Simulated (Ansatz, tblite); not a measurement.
# The cluster Si2O4: which spin state is lowest

Is the singlet the ground state of the cluster Si2O4? Other spin states are computed and compared level by level.

The runs use Ansatz 0.2.0, Gaussian basis; as each input shows.

Levels to be run: triplet, at the geometry of the singlet (GFN1-xTB, GFN2-xTB, PBE0-D4/def2-TZVP, PBE-D4/def2-TZVP, r2SCAN-D4/def2-TZVP); the singlet's energies come from earlier runs.

## Step 1: The structure

The singlet was relaxed beforehand with PBE0-D4/def2-SVP. At that level it is the lowest of the isomers that a small search found.

6 atoms, charge 0, spin multiplicity 1.

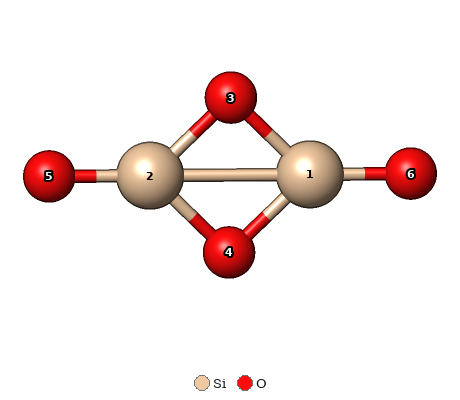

The geometry (silicon light orange, oxygen red); atoms are numbered from 1 in the order of the file.

## Step 2: Triplet at the fixed geometry, GFN1-xTB

Tight binding, by tblite at 300 K electronic temperature and without a spin-polarisation term:

```python
tblite.interface.Calculator('GFN1-xTB', numbers, positions, charge=0, uhf=2).singlepoint()
```

Energy -614.8460 eV; 0.006 s.

## Step 3: Triplet at the fixed geometry, GFN2-xTB

Tight binding, by tblite at 300 K electronic temperature and without a spin-polarisation term:

```python
tblite.interface.Calculator('GFN2-xTB', numbers, positions, charge=0, uhf=2).singlepoint()
```

Energy -536.5392 eV; 0.005 s.

## Step 4: Triplet at the fixed geometry, PBE0-D4/def2-TZVP

Contents of in.yaml:

```yaml
crystal:
  periodic: [false, false, false]
  atoms:
    - {symbol: Si, position_ang: [0.124315, -1.186426, 0.119520]}
    - {symbol: Si, position_ang: [-0.124310, 1.186434, -0.119485]}
    - {symbol: O, position_ang: [-0.543343, -0.161112, -1.034370]}
    - {symbol: O, position_ang: [0.543330, 0.161120, 1.034418]}
    - {symbol: O, position_ang: [-0.281122, 2.683022, -0.270268]}
    - {symbol: O, position_ang: [0.281110, -2.683027, 0.270194]}
basis:
  gaussian: {orbitals: def2-TZVP}
magnetization: {spin_polarized: true, initial_magnetization: 2}
hamiltonian: {xc: pbe0, dispersion: d4}
scf: {omitted_lower_state_checks: [starts]}
output: {orbitals: {seedname: orbitals}}
```

The run is started by

```sh
$ ansatz run in.yaml --threads 4 --pin off --events-out ev --progress --plain --max-ram 3916MiB
```

Log:

```text
Functional definition: PBE0
  name "PBE0"
  cite "Adamo & Barone, J. Chem. Phys. 110, 6158 (1999) doi:10.1063/1.478522"
  cite "Perdew, Burke & Ernzerhof, Phys. Rev. Lett. 77, 3865 (1996) doi:10.1103/PhysRevLett.77.3865"
  parent pbe
  parameter a = 0.25
  parameter kappa = 0.804
  parameter beta = 0.06672455060314922
  exchange = (1 - a)*pbe_x(kappa = kappa, mu = beta*pi^2/3) + a*exact_x
  correlation = pbe_c(beta = beta)
these checks for a lower state are left out or cut short: starts
1140 factors; their error is unknown
mean field evaluation 1: about -23919.3854 eV, gradient 6.2e1 eV
mean field evaluation 2: about -23896.0819 eV, gradient 1.0e2 eV
mean field evaluation 4: about -23931.5555 eV, gradient 7.0e0 eV
mean field evaluation 8: about -23931.7233 eV, gradient 5.5e-2 eV
mean field evaluation 16: about -23931.8097 eV, gradient 5.9e-4 eV
mean field evaluation 32: about -23931.8149 eV, gradient 3.7e-1 eV
mean field -23931.81745250 eV, -879.4780698110 hartree, gradient 1.1e-5 eV, S^2 2.012117; 1 other end points of the search recorded, 0 dependent functions left out
reference -23931.81748032 eV, -879.4780708331 hartree; 31, 29 occupied and 167, 169 virtual orbitals, 1140 factors
Total energy: -23931.97850646 eV, -879.4839884347 hartree
Checks for a lower state left out: starts
```

Run time: 20 s. Hardware: 4 threads of Arm Neoverse V2, shared host; peak memory 0.84 GiB.

HOMO -5.28 eV, LUMO -7.91 eV (over both spins; with the spin held, an empty level of the minority spin lies below the top filled one); ⟨S²⟩ 2.012 (pure: 2.00); the next solution that the search met lies 0.008 eV higher.

## Step 5: Triplet at the fixed geometry, PBE-D4/def2-TZVP

start.molden holds the orbitals of an earlier run on this state, given as this run's starting guess.

in.yaml: that of step 4 with these lines changed.

```diff
@@ -10,5 +10,5 @@
 basis:
-  gaussian: {orbitals: def2-TZVP}
+  gaussian: {orbitals: def2-TZVP, initial_orbitals: start.molden}
 magnetization: {spin_polarized: true, initial_magnetization: 2}
-hamiltonian: {xc: pbe0, dispersion: d4}
+hamiltonian: {xc: pbe, dispersion: d4}
 scf: {omitted_lower_state_checks: [starts]}
```

The command is unchanged.

Log:

```text
Functional definition: PBE
  name "PBE"
  cite "Perdew, Burke & Ernzerhof, Phys. Rev. Lett. 77, 3865 (1996) doi:10.1103/PhysRevLett.77.3865"
  parent pbe
  parameter kappa = 0.804
  parameter beta = 0.06672455060314922
  exchange = pbe_x(kappa = kappa, mu = beta*pi^2/3)
  correlation = pbe_c(beta = beta)
these checks for a lower state are left out or cut short: starts
1108 factors; their error is unknown
mean field evaluation 1: about -23931.2612 eV, gradient 9.3e0 eV
mean field evaluation 2: about -23931.6121 eV, gradient 1.1e0 eV
mean field evaluation 4: about -23931.6427 eV, gradient 2.1e-1 eV
mean field evaluation 8: about -23931.6434 eV, gradient 5.6e-5 eV
mean field -23931.64343346 eV, -879.4716747291 hartree, gradient 6.0e-6 eV, S^2 2.005457; 0 other end points of the search recorded, 0 dependent functions left out
reference -23931.64347001 eV, -879.4716760722 hartree; 31, 29 occupied and 167, 169 virtual orbitals, 1108 factors
Total energy: -23931.83470428 eV, -879.4787038019 hartree
Checks for a lower state left out: starts
```

Wall time 3.6 s (4 threads of Arm Neoverse V2, shared host).

From the report: HOMO -4.46 eV, LUMO -8.56 eV (over both spins; with the spin held, an empty level of the minority spin lies below the top filled one); ⟨S²⟩ 2.005 (pure: 2.00).

## Step 6: Triplet at the fixed geometry, r2SCAN-D4/def2-TZVP

in.yaml: that of step 5 with these lines changed.

```diff
@@ -12,3 +12,3 @@
 magnetization: {spin_polarized: true, initial_magnetization: 2}
-hamiltonian: {xc: pbe, dispersion: d4}
+hamiltonian: {xc: r2scan, dispersion: d4}
 scf: {omitted_lower_state_checks: [starts]}
```

Same command.

Log:

```text
Functional definition: r2SCAN
  name "r2SCAN"
  cite "Furness, Kaplan, Ning, Perdew & Sun, J. Phys. Chem. Lett. 11, 8208 (2020) doi:10.1021/acs.jpclett.0c02405"
  cite "Furness, Kaplan, Ning, Perdew & Sun, J. Phys. Chem. Lett. 11, 9248 (2020) doi:10.1021/acs.jpclett.0c03077"
  parent r2scan
  parameter k0 = 0.174
  parameter k1 = 0.065
  parameter a1 = 4.9479
  exchange = r2scan_x(k0 = k0, k1 = k1, a1 = a1)
  correlation = r2scan_c
these checks for a lower state are left out or cut short: starts
1108 factors; their error is unknown
mean field evaluation 1: about -23942.3368 eV, gradient 5.6e0 eV
mean field evaluation 2: about -23942.4800 eV, gradient 7.7e-1 eV
mean field evaluation 4: about -23942.4966 eV, gradient 2.7e-1 eV
mean field evaluation 8: about -23942.4977 eV, gradient 2.4e-4 eV
mean field evaluation 16: about -23942.4977 eV, gradient 2.4e-6 eV
mean field -23942.49774368 eV, -879.8705632723 hartree, gradient 2.4e-6 eV, S^2 2.013208; 0 other end points of the search recorded, 0 dependent functions left out
reference -23942.49775604 eV, -879.8705637266 hartree; 31, 29 occupied and 167, 169 virtual orbitals, 1108 factors
Total energy: -23942.54073554 eV, -879.8721431940 hartree
Checks for a lower state left out: starts
```

It took 9.5 s on 4 threads of Arm Neoverse V2, shared host.

Report: HOMO -4.58 eV, LUMO -8.49 eV (over both spins; with the spin held, an empty level of the minority spin lies below the top filled one); ⟨S²⟩ 2.013 (pure: 2.00).

## Step 7: Triplet less singlet, vertical

The singlet's energies are those of its earlier runs, whose logs aren't repeated here.

| level | triplet less singlet, vertical (eV) | time |
| --- | --- | --- |
| GFN1-xTB | +5.319 | 0.01 s |
| GFN2-xTB | +6.177 | 0.009 s |
| PBE-D4/def2-TZVP | +3.988 | 5.1 s |
| r2SCAN-D4/def2-TZVP | +4.199 | 13 s |
| PBE0-D4/def2-TZVP | +4.553 | 22 s |

Times add the two runs; a level without a time comes out of a correlated run. Tight binding without a spin term can't rank spin states.

## Step 8: Outcome

| quantity | value |
| --- | --- |
| triplet less singlet, vertical, functionals in def2-TZVP | +3.988 (PBE-D4) to +4.553 eV (PBE0-D4) |

What this shows: All functionals put the triplet above the singlet, over a spread of 0.565 eV. The checks for a lower triplet were left out, so another state of that spin may lie lower. These are electronic energies, without zero-point motion, entropy or surroundings.
